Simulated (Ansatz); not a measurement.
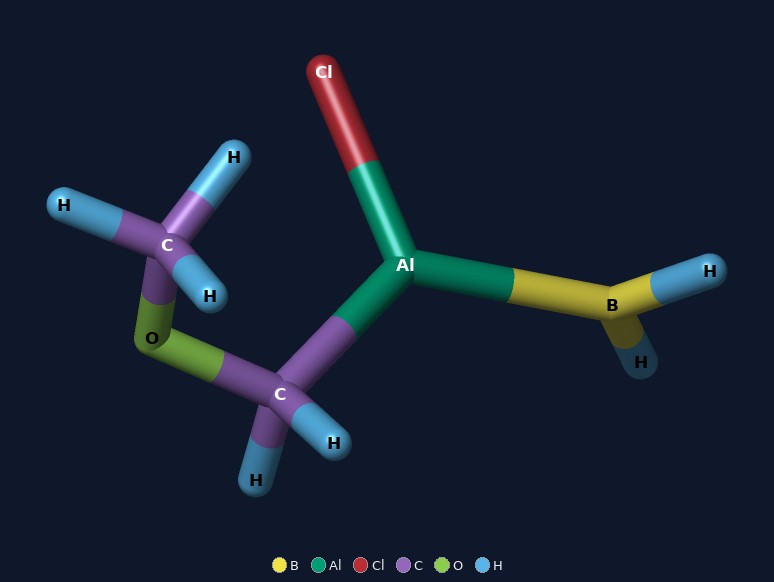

Computed geometry: PBE0-D4/def2-TZVP optimisation. No frequency run is at hand to confirm it as a minimum. Program: Ansatz 0.2.0.

Compare HOMO energy (eV), HOMO–LUMO gap (eV), dipole (D) at these levels: B3LYP-D4/def2-TZVPP; PBE-D4/def2-TZVPP; r2SCAN-D4/def2-TZVPP; ωB97M-V/def2-TZVPP.

```
               level  HOMO energy (eV)  HOMO–LUMO gap (eV)  dipole (D)
 B3LYP-D4/def2-TZVPP             −6.47                3.68        2.18
   PBE-D4/def2-TZVPP             −5.35                1.78        2.01
r2SCAN-D4/def2-TZVPP             −5.58                2.34        2.11
  ωB97M-V/def2-TZVPP             −8.89                8.23        2.20
```
